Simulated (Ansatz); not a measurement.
# HSE06/def2-SVP (core potential) run of InCl2F (SMILES [F][In]([Cl])[Cl])

Aim: the electronic atomisation energy of InCl2F at HSE06/def2-SVP (core potential), from 4 runs. 

The results are computed with Ansatz 0.2.0.

38 further runs of the same task are left out: 7 that didn't finish, 31 set aside as unsound or not needed. Runs told in other sessions of the task aren't counted.

### 1 Starting point

InCl2F: 4 atoms, total charge 0, spin state singlet. SMILES: `[F][In]([Cl])[Cl]`. Geometry: relaxed at PBE0-D4/def2-TZVP.

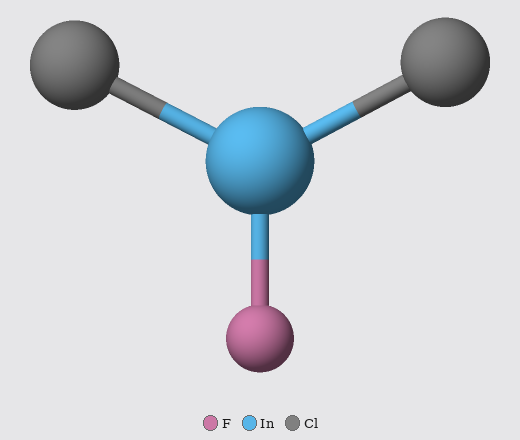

The structure, seen from a chosen angle (fluorine pink, indium blue, chlorine grey).

### 2 The energy at HSE06/def2-SVP (core potential)

File job.yaml:

```yaml
crystal:
  periodic: [false, false, false]
  atoms:
    - {symbol: F, position_ang: [0.230900, 0.992100, 1.678900]}
    - {symbol: In, position_ang: [0.019100, 0.009200, 0.035600]}
    - {symbol: Cl, position_ang: [1.200200, -1.933300, -0.195800]}
    - {symbol: Cl, position_ang: [-1.394700, 0.871700, -1.539000]}
basis:
  gaussian: {orbitals: def2-SVP}
hamiltonian: {xc: hse06}
accuracy: high
output: {orbitals: {seedname: orbitals}}
```

Command:

```console
$ ansatz run job.yaml --threads 1 --pin off --max-ram 3480MiB --events-out events.jsonl --progress --plain --runs-dir runs
```

The log of the run:

```text
Warning: RAYON_NUM_THREADS=1 ignored (pool sized by the plan → 1); use --threads N
Functional definition: HSE06
  name "HSE06"
  parameter a = 0.25
  parameter omega = 0.11/bohr
  exchange = pbe_x - a*pbe_x_sr(omega) + a*exact_x_sr(omega)
  correlation = pbe_c
1561 factors; integrals over basis functions are off by at most 3.4e-9 eV
90 factors; integrals over basis functions are off by at most 1.4e-9 eV
mean field evaluation 1: about -32914.5620 eV, gradient 4.1e1 eV
mean field evaluation 2: about -32897.5118 eV, gradient 1.1e2 eV
mean field evaluation 4: about -32917.6629 eV, gradient 5.4e0 eV
mean field evaluation 8: about -32917.7979 eV, gradient 1.7e-1 eV
mean field evaluation 16: about -32917.7979 eV, gradient 1.2e-5 eV
mean field -32917.79792637 eV, -1209.7067613092 hartree, gradient 4.4e-8 eV, S^2 0.000000; 0 other end points of the search recorded, 0 dependent functions left out
reference -32917.79793071 eV, -1209.7067614688 hartree; 32, 32 occupied and 44, 44 virtual orbitals, 1561 factors
Total energy: -32917.79793071 eV, -1209.7067614688 hartree
```

Wall time 6.3 s (1 thread of Arm Neoverse V2, shared host); peak memory 0.26 GiB.

### 3 The Cl atom, same level

File job.yaml:

```yaml
crystal:
  periodic: [false, false, false]
  atoms:
    - {symbol: Cl, position_ang: [0.000000, 0.000000, 0.000000]}
basis:
  gaussian:
    orbitals: def2-SVP
magnetization:
  spin_polarized: true
  initial_magnetization: 1
hamiltonian:
  xc: hse06
accuracy: high
```

Command:

```console
$ ansatz run job.yaml --threads 1 --pin off --max-ram 3480MiB --events-out events.jsonl --progress --plain --runs-dir runs
```

The log of the run, cut to the lines that bear on the results:

```text
Warning: RAYON_NUM_THREADS=1 ignored (pool sized by the plan → 1); use --threads N
[... 6 set-up lines as earlier in the session ...]
134 factors; integrals over basis functions are off by at most 2.6e-9 eV
35 factors; integrals over basis functions are off by at most 6.5e-10 eV
mean field evaluation 1: about -12512.5725 eV, gradient 3.0e0 eV
mean field evaluation 2: about -12512.6278 eV, gradient 7.2e-1 eV
mean field evaluation 4: about -12512.6284 eV, gradient 7.5e-1 eV
mean field evaluation 8: about -12512.6313 eV, gradient 1.1e-3 eV
mean field evaluation 16: about -12512.6313 eV, gradient 1.6e-8 eV
mean field -12512.63125911 eV, -459.8307174061 hartree, gradient 1.6e-8 eV, S^2 0.752248; 0 other end points of the search recorded, 0 dependent functions left out
reference -12512.63126005 eV, -459.8307174406 hartree; 9, 8 occupied and 9, 10 virtual orbitals, 134 factors
Total energy: -12512.63126005 eV, -459.8307174406 hartree
```

Run time: 0.84 s. Hardware: 1 thread of Arm Neoverse V2, shared host.

### 4 The F atom, same level

File job.yaml:

```yaml
crystal:
  periodic: [false, false, false]
  atoms:
    - symbol: F
      position_ang: [0.000000, 0.000000, 0.000000]
basis:
  gaussian: {orbitals: def2-SVP}
accuracy: high
hamiltonian: {xc: hse06}
magnetization: {spin_polarized: true, initial_magnetization: 1}
```

Run the same way, it converges to -99.54519 Eh (log not shown).

### 5 The In atom, same level

File molecule.yaml:

```yaml
crystal:
  periodic: [false, false, false]
  atoms:
    - {symbol: In, position_ang: [0.000000, 0.000000, 0.000000]}
basis:
  gaussian:
    orbitals: def2-SVP
accuracy: high
magnetization:
  spin_polarized: true
  initial_magnetization: 1
hamiltonian:
  xc: hse06
```

Run the same way, it converges to -190.10840 Eh (log not shown).

### 6 Outcome

Level: HSE06/def2-SVP (core potential).

| quantity | value |
| --- | --- |
| molecule: total energy | -1209.70676 Eh |
| molecule: HOMO energy | -9.07 eV |
| molecule: LUMO energy | -3.25 eV |
| molecule: HOMO–LUMO gap | 5.83 eV |
| Cl atom: total energy | -459.83072 Eh |
| Cl atom: ⟨S²⟩ | 0.752 |
| F atom: total energy | -99.54519 Eh |
| F atom: ⟨S²⟩ | 0.751 |
| In atom: total energy | -190.10840 Eh |
| In atom: ⟨S²⟩ | 0.753 |
| electronic atomisation energy | 10.660 eV |

**Reading.** Taking the molecule apart into free atoms costs 10.66 eV (246 kcal/mol), before zero-point energy and without spin-orbit coupling.
